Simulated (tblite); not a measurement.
# CH6BrClGe2: the cost of one run

Programs: tblite 0.8.0 and PySCF 2.14.0, with density-fitted response routines of our own. Each step states its level of theory. These are calculated values for one molecule in the gas phase, unless marked as measured. Atoms are numbered from 0 throughout.

## (1) Starting geometry

11 atoms, charge 0, multiplicity 1; geometry from: force field or distance geometry start.

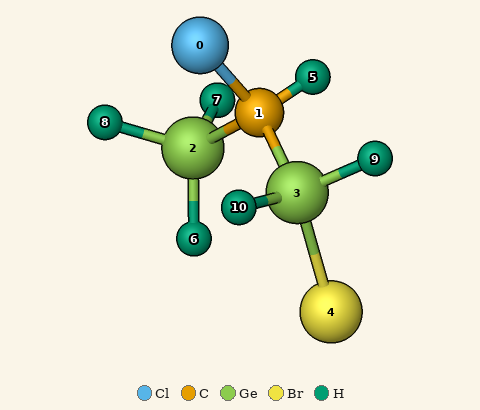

The starting geometry (chlorine blue, carbon amber, germanium green, bromine yellow, hydrogen teal), atoms numbered.

## (2) Relaxing the molecule with GFN2-xTB

Job settings and geometry (Å):

```
{"job": {"kind": "relax", "xc": "GFN2-xTB", "basis": "xTB"}, "charge": 0, "multiplicity": 1}
Cl     0.214700     1.751300     1.698600
C      0.022900     0.107000     1.023900
Ge     1.627600    -0.262400     0.031000
Ge    -1.616500     0.112800     0.043600
Br    -1.775500    -1.480500    -1.599500
H     -0.117500    -0.574500     1.912400
H      1.397600    -0.858700    -1.369500
H      2.527000    -1.176100     0.911000
H      2.444900     1.056100    -0.130900
H     -2.769000    -0.177400     1.077100
H     -1.950800     1.505200    -0.543800
```

Run with:

```
$ OMP_NUM_THREADS=1 python probes_run.py task.json out
```

One launch serves the whole session: the jobs run in the order shown.

Q: Estimate the wall time and peak memory of this first job on 1 thread of Arm Neoverse N1, shared host.

About 1.2 s, with a peak of 0.18 GiB.
